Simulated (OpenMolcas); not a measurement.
**Ta⁴⁺ among point charges: CASSCF and CASPT2 levels and susceptibility**

How does a field of 6 point charges split the states of Ta⁴⁺, and what χT follows?

The numbers are computed with OpenMolcas 26.06 (state-averaged CASSCF and CASPT2, spin-orbit coupling by RASSI with atomic mean-field integrals), except any that are marked as measured or tabulated.

## Step 1: Starting point

| Item | Value |
| --- | --- |
| Species | Ta⁴⁺ (tantalum, Z = 73, 69 electrons) |
| Basis | ANO-RCC-VDZP [7s6p4d2f1g], 68 functions |
| Scalar Hamiltonian | DKH2, point nucleus |
| Inactive shells | 1s 2s 2p 3s 3p 3d 4s 4p 4d 4f 5s 5p |
| Active space | 1 electron in 5 orbitals (5d) |
| Some configurations of this space | 5d |
| Orbitals | optimised for each spin and parity, averaged over all roots |

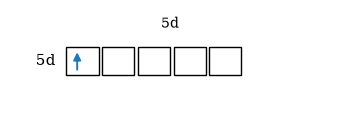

Occupation of the outer shells (arrows by Hund's rule).

The ion sits among 6 point charges of -1.7 e arranged as an octahedron (Oh), 1.75 Å from the ion.

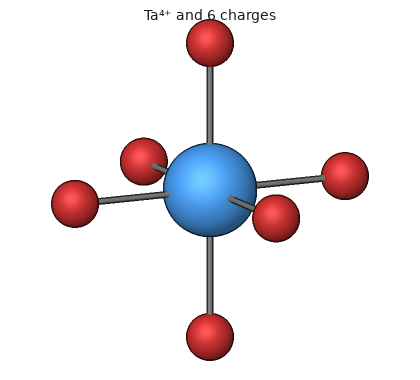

The ion and the point charges (red).

Each step is its own input file, run in one work folder so that later steps find the files of earlier ones. Labels, J, g values, rates, χT and fits are worked out afterwards by a script from the matrices that RASSI stores. The input lists half of the charges; inversion (Group=XYZ) makes the rest.

## Step 2: One- and two-electron integrals

File a.inp:

```
&GATEWAY
Coord
1

Ta 0.0 0.0 0.0
Basis=ANO-RCC-VDZP
Group=XYZ
NoMove
AngMom=0.0 0.0 0.0
AMFI
XField
3 Angstrom 0
1.750000 0.000000 0.000000 -1.700000
0.000000 1.750000 0.000000 -1.700000
0.000000 0.000000 1.750000 -1.700000
&SEWARD
```

Started as:

```bash
$ OMP_NUM_THREADS=1 MOLCAS_MEM=1689 MOLCAS_PROJECT=a pymolcas a.inp > a.log
```

What it wrote:

```text
Basis set label: TA.ANO-RCC...7S6P4D2F1G.

      Electronic valence basis set:
      ------------------
      Associated Effective Charge  73.000000 au
      Associated Actual Charge     73.000000 au
      Nuclear Model: Point charge

      Shell  nPrim  nBasis  Cartesian Spherical Contaminant
         s      24       7        X
         p      21       6        X
         d      15       4                 X
         f      11       2                 X
         g       4       1                 X
                  Relativistic Douglas-Kroll-Hess integrals:
                    - DKH order of Hamiltonian: 2
                    - DKH order of Properties : 0
                  Atomic mean-field integrals
```

## Step 3: CASSCF: doublets of even parity, 5 roots

File a.inp:

```
&RASSCF
FileOrb=start.orb
Symmetry=1
Spin=2
nActEl=1 0 0
Inactive=15 19
Ras2=5 0
CIRoot=5 5 1
SDav=5
CIMx=300
Iter=120 100
PrWF=0.3
OrbListing=Nothing
MaxOrb=0
>>> COPY $Project.JobIph JOB001
```

start.orb holds the contracted functions of the basis, ordered by shell, or the orbitals of the step before.

What it wrote (excerpt; [...] marks lines left out):

```text
[...]
      Number of active orbitals                  5
[...]
      Spin quantum number                      0.5
[...]
      Active orbitals                            5   0
[...]
      Number of CSFs                             5
      Number of root(s) required                 5
[...]
      Convergence after 11 iterations
[...]
      Natural orbitals and occupation numbers for root  1
      sym 1:   0.000000   1.000000   0.000000   0.000000   0.000000
      Natural orbitals and occupation numbers for root  2
      sym 1:   1.000000   0.000000   0.000000   0.000000   0.000000
      Natural orbitals and occupation numbers for root  3
      sym 1:   0.000000  -0.000000   0.000000   1.000000   0.000000
::    RASSCF root number  1 Total energy: -15599.43736825
::    RASSCF root number  2 Total energy: -15599.43736825
::    RASSCF root number  3 Total energy: -15599.43736825
::    RASSCF root number  4 Total energy: -15599.28813166
::    RASSCF root number  5 Total energy: -15599.28813166
```

## Step 4: RASSI: spin-orbit coupling between the states

File a.inp:

```
&RASSI
NrOfJobIphs=1 5
1 2 3 4 5
IphNames
JOB001
EJob
SpinOrbit
DIPRint=1.0
SOCoupling=1000.0
Subsets=2
Property=9
'ANGMOM' 1 'ANGMOM' 2 'ANGMOM' 3 'MLTPL  1' 1 'MLTPL  1' 2 'MLTPL  1' 3
'AMFI' 1 'AMFI' 2 'AMFI' 3
SOProperty=3
'ANGMOM' 1 'ANGMOM' 2 'ANGMOM' 3
```

What it wrote (excerpt; [...] marks lines left out):

```text
SPIN-FREE ENERGIES:
  (Shifted by EMIN (a.u.) =     -15599.4373682543)
 SF State       Relative EMIN(au)   Rel lowest level(eV)    D:o, cm**(-1)      L_eff
     1             0.0000000000        0.0000000000              0.0000         2.0
     2             0.0000000000        0.0000000000              0.0000         2.0
     3             0.0000000000        0.0000000000              0.0000         2.0
     4             0.1492365959        4.0609346522          32753.6469         2.0
     5             0.1492365959        4.0609346522          32753.6469         2.0
     Dipole printing threshold changed to   1.00000000E+00
Eigenvalues of complex Hamiltonian:
   -----------------------------------
  (Shifted by EMIN (a.u.) =     -15599.4373682543)
 SO State       Relative EMIN(au)   Rel lowest level(eV)    D:o, cm**(-1)     J-value
     1            -0.0060664524        0.0000000000              0.0000         1.6
     2            -0.0060664524        0.0000000000              0.0000         1.1
     3            -0.0060664524        0.0000000000              0.0000         1.7
     4            -0.0060664524        0.0000000000              0.0000         1.2
     5             0.0094317263        0.4217269270           3401.4571         1.9
     6             0.0094317263        0.4217269270           3401.4571         1.9
     7             0.1505871852        4.2627626397          34381.4994         1.5
     8             0.1505871852        4.2627626397          34381.4994         1.5
     9             0.1505871852        4.2627626397          34381.4994         1.9
    10             0.1505871852        4.2627626397          34381.4994         1.9
Weights of the five most important spin-orbit-free states for each spin-orbit state.
[...]
```

Time for these steps: 4.6 s (1 thread, shared host).

Spin-free states, with their symmetry labels:

```csv
state,degeneracy,E (cm-1),free-ion L (%)
2T2,3,0,D (100)
2E,2,32754,D (100)
```

With spin-orbit coupling:

```csv
E (cm-1),Degeneracy,Label,2S+1,g
0.0,4,Γ8,2,
3401,2,Γ7,2,2.00 2.00 2.00
34381,4,Γ8,2,
```

Principal g values are given for doublets only; a zero marks a field direction without first-order Zeeman splitting.

Powder χT (cm³ K/mol): 0.02 at 2 K, 0.02 at 5 K, 0.02 at 10 K, 0.02 at 20 K, 0.02 at 50 K, 0.03 at 100 K, 0.04 at 150 K, 0.04 at 200 K, 0.05 at 250 K, 0.06 at 300 K.

A ligand-field fit to the states below 45000 cm-1 gives 10Dq = 32754 cm-1, the gap between the two states.

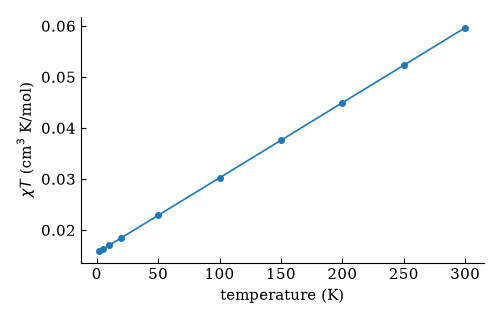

χT against temperature.

## Step 5: CASPT2: IPEA 0.25, imaginary shift 0.1 (closed shells correlated: 4f 5s 5p)

File a.inp:

```
>>> COPY JOB001 $Project.JobIph
&CASPT2
Multistate=5 1 2 3 4 5
NoMult
Frozen=14 9
IPEA=0.25
Imaginary=0.1
MaxIter=60
WThr=0.0 0.3 0.05
PrWF=0.5
NoMix
```

What it wrote:

```text
Orbital specifications:
      -----------------------

      Symmetry species                           1   2
                                                ag  au
      Frozen orbitals                           14   9
      Inactive orbitals                          1  10
      Active orbitals                            5   0
      Secondary orbitals                        16  13
      Deleted orbitals                           0   0
      Number of basis functions                 36  32
Type of calculation                        SS-CASPT2
      Fock operator                              state-specific
      IPEA shift                                 0.25
      Real shift                                 0.00
      Imaginary shift                            0.10
      The input orbitals will be transformed to quasi-canonical
Reference energy:      -15599.4373682543
      E2 (Non-variational):      -0.8291800209
      Shift correction:          -0.0001272774
      E2 (Variational):          -0.8293072983
      Total energy:          -15600.2666755526
      Residual norm:              0.0000002087
      Reference weight:           0.91713
      Contributions to the CASPT2 correlation energy
      Active & Virtual Only:          0.0000000019
      One Inactive Excited:          -0.0373519118
      Two Inactive Excited:          -0.7918281110
Reference energy:      -15599.4373682542
      E2 (Non-variational):      -0.8291800461
      Shift correction:          -0.0001272775
      E2 (Variational):          -0.8293073236
      Total energy:          -15600.2666755778
      Residual norm:              0.0000002087
      Reference weight:           0.91713
      Contributions to the CASPT2 correlation energy
      Active & Virtual Only:          0.0000000019
      One Inactive Excited:          -0.0373519419
      Two Inactive Excited:          -0.7918281061
::    CASPT2 Root  1     Total energy: -15600.26667555
::    CASPT2 Root  2     Total energy: -15600.26667558
::    CASPT2 Root  3     Total energy: -15600.26667240
::    CASPT2 Root  4     Total energy: -15600.12008204
::    CASPT2 Root  5     Total energy: -15600.12010887
```

This run took 1.6 s in all on 1 thread, shared host.

SS-CASPT2: lowest energy less the reference's lowest, -0.8293 hartree; reference weights 0.917.

States without spin-orbit coupling:

```csv
state,degeneracy,E (cm-1),free-ion L (%)
2T2,3,0,D (100)
2E,2,32170,D (100)
```

With spin-orbit coupling:

```tsv
E (cm-1)	Degeneracy	Label	2S+1	g
0	4	Γ8	2	
3410	2	Γ7	2	2.00 2.00 2.00
33810	4	Γ8	2
```

Powder χT (cm³ K/mol): 0.02 at 2 K, 0.02 at 5 K, 0.02 at 10 K, 0.02 at 20 K, 0.02 at 50 K, 0.03 at 100 K, 0.04 at 150 K, 0.05 at 200 K, 0.05 at 250 K, 0.06 at 300 K.

A ligand-field fit to the states below 45000 cm-1 gives 10Dq = 32170 cm-1, the gap between the two states.

## Step 6: The methods side by side

A. CASSCF
B. SS-CASPT2, IPEA 0.25, imaginary shift 0.1 (closed shells correlated: 4f 5s 5p)

```csv
method,ground state,first state of that spin (cm-1),first gap with spin-orbit (cm-1),χT at 300 K
A,2T2,2E 32750,3401.5,0.06
B,2T2,2E 32170,3406.6,0.06
```

## Step 7: Summary of results

```
                                            quantity                                                                           value
                                              method  SS-CASPT2, IPEA 0.25, imaginary shift 0.1 (closed shells correlated: 4f 5s 5p)
                              spin-free ground state                                                 2T2, 3-fold in its orbital part
first state of the same spin within the active space                                                                2E at 32200 cm⁻¹
                                        lowest level                                                                       4-fold Γ8
                                          next level                                                                     3406.6 cm⁻¹
                                         χT at 300 K                                                                  0.06 cm³ K/mol
                           effective moment at 300 K                                                                         0.69 μB
```

Cost by method:

```csv
method,time of its own steps,time with the reference
A. CASSCF,4.6 s,4.6 s
"B. SS-CASPT2, IPEA 0.25, imaginary shift 0.1, +4f 5s 5p",1.6 s,6.3 s
```

Times are of one thread on a shared host.

What this shows: The spin-free ground state (2T2) comes to 100 % from free-ion D terms and keeps the highest spin of the shell. χT at 300 K is 0.06, against 0.38 cm³ K/mol for the spin alone, so orbital moment lowers it. A ligand-field fit to the states below 45000 cm-1 gives 10Dq = 32170 cm-1, the gap between the two states. The field of point charges can differ much from that of real complexes. This is an electrostatic model: the charges have no orbitals.
